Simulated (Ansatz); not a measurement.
# RPA@PBE0/def2-SVP (core potential) run of SnHClOF2 (SMILES [OH][Sn]([F])([F])[Cl])

What is the energy change on altering one bond length of SnHClOF2 at RPA@PBE0/def2-SVP (core potential)? 

The results are computed with Ansatz 0.2.0.

119 further runs of the same task are left out: 1 that didn't finish, 118 set aside as unsound or not needed. Runs told in other sessions of the task aren't counted.

**1. The system as given**

The species is SnHClOF2 (6 atoms), meant as a singlet with charge 0. SMILES: `[OH][Sn]([F])([F])[Cl]`. The shape is that of a PBE0-D4/def2-TZVP optimisation. This is one conformer, not always the lowest.

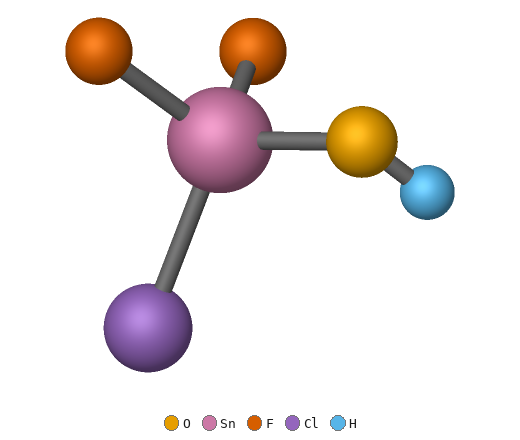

Viewed from a chosen angle; oxygen amber, tin pink, fluorine orange, chlorine purple, hydrogen blue.

**2. The energy at RPA@PBE0/def2-SVP (core potential)**

Input file job.yaml:

```yaml
crystal:
  periodic: [false, false, false]
  atoms:
    - {symbol: O, position_ang: [-0.464000, 0.283900, 1.476300]}
    - {symbol: Sn, position_ang: [0.252400, -0.175700, -0.247500]}
    - {symbol: F, position_ang: [1.982500, -0.856500, 0.056700]}
    - {symbol: F, position_ang: [-0.743300, -1.587100, -1.019700]}
    - {symbol: Cl, position_ang: [0.329400, 1.540600, -1.744400]}
    - {symbol: H, position_ang: [-1.315000, 0.730600, 1.432500]}
basis:
  gaussian: {orbitals: def2-SVP}
hamiltonian: {xc: {name: PBE0}}
correlation: {method: rpa, frozen_orbitals: {Cl: 5, F: 1, H: 0, O: 1, Sn: 4}}
accuracy: high
```

Command:

```bash
$ ansatz run job.yaml --threads 1 --pin off --max-ram 3480MiB --events-out events.jsonl --progress --plain --runs-dir runs
```

Output:

```text
Warning: RAYON_NUM_THREADS=1 ignored (pool sized by the plan → 1); use --threads N
Functional definition: PBE0
  name "PBE0"
  parameter a = 0.25
  parameter kappa = 0.804
  parameter beta = 0.06672455060314922
  exchange = (1 - a)*pbe_x(kappa = kappa, mu = beta*pi^2/3) + a*exact_x
  correlation = pbe_c(beta = beta)
1947 factors; integrals over basis functions are off by at most 3.3e-9 eV
mean field evaluation 1: about -25824.9132 eV, gradient 6.5e1 eV
mean field evaluation 2: about -25825.0086 eV, gradient 6.5e1 eV
mean field evaluation 4: about -25832.2660 eV, gradient 1.0e1 eV
mean field evaluation 8: about -25832.5076 eV, gradient 1.3e0 eV
mean field evaluation 16: about -25832.5113 eV, gradient 2.1e-4 eV
mean field -25832.51132109 eV, -949.3272811449 hartree, gradient 4.2e-8 eV, S^2 0.000000; 0 other end points of the search recorded, 0 dependent functions left out
12 core orbitals not correlated: weight in the atoms' cores, before any rotation towards them, 1.000 or more for the frozen orbitals, at most 0.000 for the correlated occupied ones
reference -25765.53019802 eV, -946.8657702734 hartree; 21, 21 occupied and 58, 58 virtual orbitals, 1947 factors
Total energy: -25795.11768006 eV, -947.9530901834 hartree
```

It took 18 s on 1 thread of Arm Neoverse V2, shared host; peak memory 0.39 GiB.

**3. The distorted shape**

Input file molecule.yaml:

```yaml
basis:
  gaussian: {orbitals: def2-SVP}
crystal:
  periodic: [false, false, false]
  atoms:
    - symbol: O
      position_ang: [0.216798, -0.073459, 1.511340]
    - symbol: Sn
      position_ang: [0.933198, -0.533059, -0.212460]
    - symbol: F
      position_ang: [2.663298, -1.213859, 0.091740]
    - symbol: F
      position_ang: [-0.062502, -1.944459, -0.984660]
    - symbol: Cl
      position_ang: [1.010198, 1.183241, -1.709360]
    - symbol: H
      position_ang: [-1.315000, 0.730600, 1.432500]
hamiltonian: {xc: pbe0}
correlation: {method: rpa, frozen_orbitals: {Cl: 5, F: 1, H: 0, O: 1, Sn: 4}}
accuracy: high
```

Command:

```bash
$ ansatz run molecule.yaml --threads 1 --pin off --max-ram 3480MiB --events-out events.jsonl --progress --plain --runs-dir runs
```

Output, cut to the lines that bear on the results:

```text
Warning: RAYON_NUM_THREADS=1 ignored (pool sized by the plan → 1); use --threads N
[... 2 set-up lines as earlier in the session ...]
[...]
1949 factors; integrals over basis functions are off by at most 3.1e-9 eV
[...]
mean field -25828.51185833 eV, -949.1803035996 hartree, gradient 8.9e-8 eV, S^2 0.000000; 0 other end points of the search recorded, 0 dependent functions left out; unrestricted orbitals would lower it
unrestricted determinant -25762.78730456 eV, -946.7649707980 hartree, S^2 0.7502
12 core orbitals not correlated: weight in the atoms' cores, before any rotation towards them, 1.000 or more for the frozen orbitals, at most 0.000 for the correlated occupied ones
reference -25760.60466406 eV, -946.6847602392 hartree; 21, 21 occupied and 58, 58 virtual orbitals, 1949 factors
Total energy: -25791.27387264 eV, -947.8118328662 hartree
```

Run time: 24 s. Hardware: 1 thread of Arm Neoverse V2, shared host; peak memory 0.44 GiB.

**4. What came out**

At RPA@PBE0/def2-SVP (core potential), 12 core orbitals frozen:

| quantity | value |
| --- | --- |
| first shape: total energy | -947.95309 Eh |
| first shape: RPA correlation energy (valence) | -1087.3 mEh |
| distorted shape: total energy | -947.81183 Eh |
| distorted shape: RPA correlation energy (valence) | -1127.1 mEh |
| energy change with the O1–H6 bond stretched from 0.962 to 1.732 Å | 3.844 eV |

**Reading.** One bond (distorted shape) is far stretched, which a spin-restricted single reference describes badly; a broken-symmetry solution may lie lower. With the O1–H6 bond stretched from 0.962 to 1.732 Å the energy rises by 3.84 eV (89 kcal/mol). The first shape isn't relaxed at this level, so the change isn't measured from a minimum. A restricted reference can't describe the breaking bond well at this length. The restricted solution (distorted shape) is unstable to spin breaking: an unrestricted one lies lower.
